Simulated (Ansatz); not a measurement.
# AlBH8OSi2: a ladder of functionals and wavefunction methods

How much do the methods differ for AlBH8OSi2? The plan is to run it at one geometry with functionals of several rungs and with coupled cluster, and see how far each lands from CCSD(T) at the basis-set limit for the atomisation energy.

Program: Ansatz 0.2.0, Gaussian basis. Level of theory: functionals in def2-TZVPP, the program's frozen cores in correlated methods. These are calculated values, not measurements.

The runs, in order: PBE-D4, r2SCAN-D4, PBE0-D4, B3LYP-D4, ωB97X-V, ωB97M-V, B2PLYP; CCSD(T)/def2-TZVPP; MP2/def2-QZVPP; extrapolation to the limit.

## (1) Structure used throughout

All runs share one geometry, relaxed beforehand with PBE0-D4 in a triple-zeta def2 set.

SMILES `[AlH2][O]B[SiH2][SiH3]`, 13 atoms, charge 0, spin multiplicity 1.

Atoms are counted from 1 here; the program's logs count them from 0.

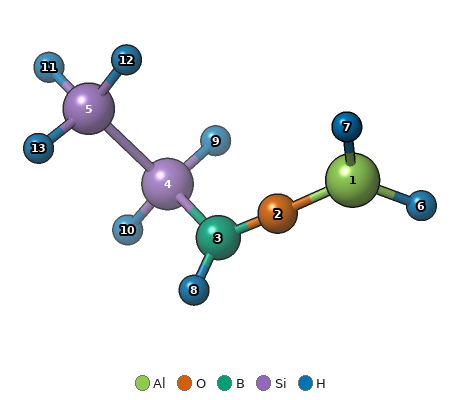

The structure; aluminium green, oxygen orange, boron teal, silicon purple, hydrogen blue; atoms are numbered from 1 in the order of the file.

## (2) PBE-D4 (GGA)

in.yaml

```yaml
crystal:
  periodic: [false, false, false]
  atoms:
    - {symbol: Al, position_ang: [-2.072720, -0.179385, 2.404058]}
    - {symbol: O, position_ang: [-1.233107, -0.811888, 1.082041]}
    - {symbol: B, position_ang: [-0.525714, -1.276097, 0.052928]}
    - {symbol: Si, position_ang: [1.325800, -0.530512, -0.339751]}
    - {symbol: Si, position_ang: [1.093700, 1.256570, -1.839066]}
    - {symbol: H, position_ang: [-1.911446, -0.936936, 3.775822]}
    - {symbol: H, position_ang: [-2.943828, 1.106535, 2.141845]}
    - {symbol: H, position_ang: [-1.022087, -2.107534, -0.668429]}
    - {symbol: H, position_ang: [1.989743, 0.001628, 0.888471]}
    - {symbol: H, position_ang: [2.233464, -1.535810, -0.964028]}
    - {symbol: H, position_ang: [2.407767, 1.863664, -2.185792]}
    - {symbol: H, position_ang: [0.236535, 2.315122, -1.235802]}
    - {symbol: H, position_ang: [0.442393, 0.800044, -3.097498]}
basis:
  gaussian: {orbitals: def2-TZVPP}
hamiltonian: {xc: pbe, dispersion: d4}
output: {forces: true, orbitals: {seedname: orbitals}}
```

Command:

```
$ ansatz run in.yaml --threads 4 --pin off --events-out ev --progress --plain --max-ram 10444MiB
```

Further steps of the session: r2SCAN-D4 (meta-GGA); PBE0-D4 (hybrid); B3LYP-D4 (hybrid); ωB97X-V (range-separated); ωB97M-V (range-separated); B2PLYP (double hybrid); CCSD(T) in def2-TZVPP; MP2 in def2-QZVPP.

Before running them: what should the planned runs give, taken together? Wanted: atomisation energy, CCSD(T)/CBS; farthest; mean size of error, hybrid; mean size of error, range-separated; gap, smallest and largest; T1 diagnostic; triples share of the correlation energy.

**Answer**, as computed:

```
                               quantity                                value
        atomisation energy, CCSD(T)/CBS                        4135.0 kJ/mol
 functionals within 20.7 kJ/mol (0.5 %)         r2SCAN-D4, B3LYP-D4, ωB97M-V
                               farthest                B2PLYP (-52.3 kJ/mol)
             mean size of error, hybrid                          25.7 kJ/mol
    mean size of error, range-separated                          17.4 kJ/mol
              gap, smallest and largest  3.83 eV (PBE-D4), 9.95 eV (ωB97X-V)
                          T1 diagnostic                               0.0150
triples share of the correlation energy                                3.4 %
```

PBE-D4 is off by -24.3 kJ/mol. Double hybrids carry the basis error of their MP2 part in triple zeta, and no dispersion term here, so their miss is partly the set-up's. The reference freezes the cores and leaves out relativity and excitations past (T), so misses under about 20.7 kJ/mol can't be ranked. Hartree-Fock recovers 77 % of the binding; the rest is correlation. Orbital gaps span 3.8 to 10.0 eV; exact exchange widens them.
